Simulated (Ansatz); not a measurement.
# One shape, several levels: GeNH3Cl (SMILES [NH2][GeH][Cl])

Aim: a comparison of 6 runs (UHF/3-21G, UB3LYP/6-31G*, UBLYP/cc-pVDZ, UHSE06/cc-pVDZ, RPA@PBE/cc-pVDZ, UMP2/cc-pVDZ) of GeNH3Cl. 

Program for the calculation: Ansatz 0.2.0.

72 further runs of the same task are left out: 72 set aside as unsound or not needed.

### 1 Starting point

GeNH3Cl has 6 atoms, charge 0, and is taken as a doublet. SMILES: `[NH2][GeH][Cl]`. The N1–H5 distance was set to 1.314 Å, away from the relaxed value.

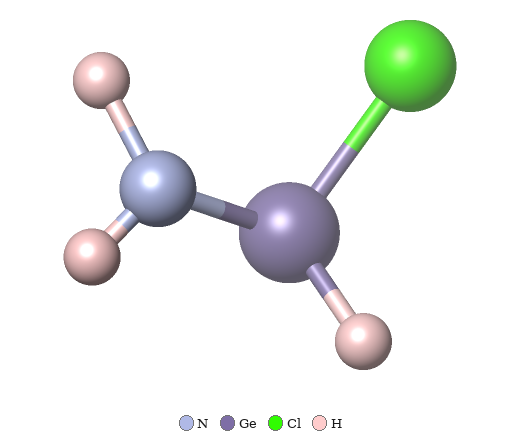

The structure, seen from a chosen angle (nitrogen light blue, germanium purple, chlorine green, hydrogen pink).

### 2 The energy at UHF/3-21G (run 1)

Input file molecule.yaml:

```yaml
crystal:
  periodic: [false, false, false]
  atoms:
    - {symbol: "N", position_ang: [-0.313572, 0.537573, -0.626620]}
    - {symbol: Ge, position_ang: [0.208128, 0.068673, 1.069780]}
    - {symbol: Cl, position_ang: [1.375728, -1.737227, 0.784980]}
    - {symbol: H, position_ang: [-0.851772, 1.390873, -0.699720]}
    - {symbol: H, position_ang: [-0.888700, -0.414300, -1.327200]}
    - {symbol: H, position_ang: [1.175928, 1.188773, 1.560980]}
basis:
  gaussian: {orbitals: 3-21G-spherical.json}
magnetization: {spin_polarized: true, initial_magnetization: 1}
hamiltonian: {xc: hf}
accuracy: high
output: {orbitals: {seedname: orbitals}}
```

The basis set 3-21G is read from a file made from the Basis Set Exchange's data (not shown).

Run with:

```sh
$ ansatz run molecule.yaml --threads 1 --pin off --max-ram 3480MiB --events-out events.jsonl --progress --plain --runs-dir runs
```

The program printed:

```text
Warning: RAYON_NUM_THREADS=1 ignored (pool sized by the plan → 1); use --threads N
Functional definition: HF
  name "HF"
  exchange = exact_x
  correlation = 0
983 factors; integrals over basis functions are off by at most 4.8e-9 eV
mean field evaluation 1: about -70162.9166 eV, gradient 1.7e1 eV
mean field evaluation 2: about -70163.1079 eV, gradient 1.8e1 eV
mean field evaluation 4: about -70164.7802 eV, gradient 1.8e0 eV
mean field evaluation 8: about -70164.8279 eV, gradient 2.8e-1 eV
mean field evaluation 16: about -70164.8310 eV, gradient 2.9e-6 eV
mean field -70164.83104047 eV, -2578.5099813067 hartree, gradient 9.5e-8 eV, S^2 0.762881; 0 other end points of the search recorded, 0 dependent functions left out
reference -70164.83104047 eV, -2578.5099813067 hartree; 30, 29 occupied and 20, 21 virtual orbitals, 983 factors
Total energy: -70164.83104047 eV, -2578.5099813067 hartree
```

Run time: 1.2 s. Hardware: 1 thread of Arm Neoverse V1, shared host; peak memory 0.14 GiB.

### 3 A single-point energy at UB3LYP/6-31G(d) (spherical functions) (run 2)

Edit molecule.yaml of step 2 so:

```diff
@@ -10,6 +10,6 @@
 basis:
-  gaussian: {orbitals: 3-21G-spherical.json}
+  gaussian: {orbitals: 6-31G_st_-spherical.json}
 magnetization: {spin_polarized: true, initial_magnetization: 1}
-hamiltonian: {xc: hf}
 accuracy: high
 output: {orbitals: {seedname: orbitals}}
+hamiltonian: {xc: {name: B3LYP}}
```

The basis set 6-31G* is read from a file made from the Basis Set Exchange's data (not shown).

Run with:

```sh
$ ansatz run molecule.yaml --threads 1 --pin off --max-ram 3480MiB --events-out events.jsonl --progress --plain --runs-dir runs
```

The program printed:

```text
Warning: RAYON_NUM_THREADS=1 ignored (pool sized by the plan → 1); use --threads N
Functional definition: B3LYP
  name "B3LYP"
  parameter a0 = 0.2
  parameter ax = 0.72
  parameter ac = 0.81
  exchange = (1 - a0 - ax)*slater_x + ax*b88_x + a0*exact_x
  correlation = (1 - ac)*vwn_rpa_c + ac*lyp_c
1476 factors; integrals over basis functions are off by at most 4.3e-9 eV
mean field evaluation 1: about -70565.9902 eV, gradient 3.9e1 eV
mean field evaluation 2: about -70538.3276 eV, gradient 7.6e1 eV
mean field evaluation 4: about -70572.0996 eV, gradient 4.3e0 eV
mean field evaluation 8: about -70572.2982 eV, gradient 1.9e-1 eV
mean field evaluation 16: about -70572.2985 eV, gradient 5.1e-4 eV
mean field -70572.29853125 eV, -2593.4841354016 hartree, gradient 6.5e-8 eV, S^2 0.754008; 0 other end points of the search recorded, 0 dependent functions left out
reference -70572.29856693 eV, -2593.4841367126 hartree; 30, 29 occupied and 40, 41 virtual orbitals, 1476 factors
Total energy: -70572.29856693 eV, -2593.4841367126 hartree
```

It took 12 s on 1 thread of Arm Neoverse V1, shared host; peak memory 0.33 GiB.

Run 3 isn't shown in full; the table further down has it.

### 4 The energy at UHSE06/cc-pVDZ (run 4)

Input file input.yaml:

```yaml
crystal:
  periodic: [false, false, false]
  atoms:
    - {symbol: "N", position_ang: [-0.313572, 0.537573, -0.626620]}
    - {symbol: Ge, position_ang: [0.208128, 0.068673, 1.069780]}
    - {symbol: Cl, position_ang: [1.375728, -1.737227, 0.784980]}
    - {symbol: H, position_ang: [-0.851772, 1.390873, -0.699720]}
    - {symbol: H, position_ang: [-0.888700, -0.414300, -1.327200]}
    - {symbol: H, position_ang: [1.175928, 1.188773, 1.560980]}
basis:
  gaussian:
    orbitals: cc-pVDZ
magnetization:
  spin_polarized: true
  initial_magnetization: 1
hamiltonian:
  xc: hse06
accuracy: high
output: {orbitals: {seedname: orbitals}}
```

Run with:

```sh
$ ansatz run input.yaml --threads 1 --pin off --max-ram 3480MiB --events-out events.jsonl --progress --plain --runs-dir runs
```

The program printed:

```text
Warning: RAYON_NUM_THREADS=1 ignored (pool sized by the plan → 1); use --threads N
Functional definition: HSE06
  name "HSE06"
  parameter a = 0.25
  parameter omega = 0.11/bohr
  exchange = pbe_x - a*pbe_x_sr(omega) + a*exact_x_sr(omega)
  correlation = pbe_c
1677 factors; integrals over basis functions are off by at most 4.4e-9 eV
88 factors; integrals over basis functions are off by at most 1.5e-9 eV
mean field evaluation 1: about -70559.8073 eV, gradient 3.5e1 eV
mean field evaluation 2: about -70535.4196 eV, gradient 7.1e1 eV
mean field evaluation 4: about -70565.0274 eV, gradient 3.5e0 eV
mean field evaluation 8: about -70565.1982 eV, gradient 1.8e-1 eV
mean field evaluation 16: about -70565.1984 eV, gradient 4.9e-4 eV
mean field -70565.19843801 eV, -2593.2232117873 hartree, gradient 5.5e-8 eV, S^2 0.754257; 0 other end points of the search recorded, 0 dependent functions left out
reference -70565.19844101 eV, -2593.2232118978 hartree; 30, 29 occupied and 44, 45 virtual orbitals, 1677 factors
Total energy: -70565.19844101 eV, -2593.2232118978 hartree
```

Wall time 18 s (1 thread of Arm Neoverse V1, shared host); peak memory 0.38 GiB.

Run 5 isn't shown in full; the table further down has it.

### 5 The energy at UMP2/cc-pVDZ (run 6)

Input file job.yaml:

```yaml
crystal:
  periodic: [false, false, false]
  atoms:
    - symbol: N
      position_ang: [-0.313572, 0.537573, -0.626620]
    - symbol: Ge
      position_ang: [0.208128, 0.068673, 1.069780]
    - symbol: Cl
      position_ang: [1.375728, -1.737227, 0.784980]
    - symbol: H
      position_ang: [-0.851772, 1.390873, -0.699720]
    - symbol: H
      position_ang: [-0.888700, -0.414300, -1.327200]
    - symbol: H
      position_ang: [1.175928, 1.188773, 1.560980]
basis:
  gaussian:
    orbitals: cc-pVDZ
correlation:
  method: mp2
  frozen_orbitals: {Cl: 5, Ge: 9, H: 0, "N": 1}
magnetization:
  spin_polarized: true
  initial_magnetization: 1
accuracy: high
```

Run with:

```sh
$ ansatz run job.yaml --threads 1 --pin off --max-ram 3480MiB --events-out events.jsonl --progress --plain --runs-dir runs
```

The program printed:

```text
Warning: RAYON_NUM_THREADS=1 ignored (pool sized by the plan → 1); use --threads N
[... 4 set-up lines as earlier in the session ...]
1677 factors; integrals over basis functions are off by at most 4.4e-9 eV
mean field evaluation 1: about -70502.7553 eV, gradient 2.0e1 eV
mean field evaluation 2: about -70502.7913 eV, gradient 2.0e1 eV
mean field evaluation 4: about -70505.0048 eV, gradient 2.3e0 eV
mean field evaluation 8: about -70505.0828 eV, gradient 1.5e-1 eV
mean field evaluation 16: about -70505.0837 eV, gradient 2.7e-8 eV
mean field -70505.08366102 eV, -2591.0140344804 hartree, gradient 2.7e-8 eV, S^2 0.763298; 1 other end points of the search recorded, 0 dependent functions left out
15 core orbitals not correlated: weight in the atoms' cores, before any rotation towards them, 1.000 or more for the frozen orbitals, at most 0.000 for the correlated occupied ones
reference -70505.08366102 eV, -2591.0140344804 hartree; 15, 14 occupied and 44, 45 virtual orbitals, 1677 factors
second order -11.20845296 eV of doubles, -0.00000000 eV of singles
Total energy: -70516.29211399 eV, -2591.4259375295 hartree
```

Run time: 5.1 s. Hardware: 1 thread of Arm Neoverse V1, shared host; peak memory 0.27 GiB.

### 6 Overview of the runs

| run | level | frozen core orbitals | energy (Eh) | HOMO energy (eV) | LUMO energy (eV) | ⟨S²⟩ | wall time |
| --- | --- | --- | --- | --- | --- | --- | --- |
| 1 | UHF/3-21G | – | -2578.509981 | -8.92 | 0.50 | 0.763 | 1.2 s |
| 2 | UB3LYP/6-31G* (spherical functions) | – | -2593.484137 | -5.65 | -3.11 | 0.754 | 12 s |
| 3 | UBLYP/cc-pVDZ | – | -2593.742066 | -4.46 | -3.53 | 0.752 | 11 s |
| 4 | UHSE06/cc-pVDZ | – | -2593.223212 | -5.50 | -3.11 | 0.754 | 18 s |
| 5 | RPA@PBE/cc-pVDZ | 15 | -2591.662371 | – | – | 0.752 | 16 s |
| 6 | UMP2/cc-pVDZ | 15 | -2591.425938 | – | – | 0.763 | 5.1 s |

### 7 Outcome

| quantity | value |
| --- | --- |
| run 6: total energy | -2591.42594 Eh |
| run 6: correlation energy (15 core orbitals frozen) | -411.9 mEh |
| run 6: ⟨S²⟩ of the reference determinant | 0.763 |

**Reading.** Totals of different functionals can't be ranked against each other. All runs together took 63 s, the longest 18 s.
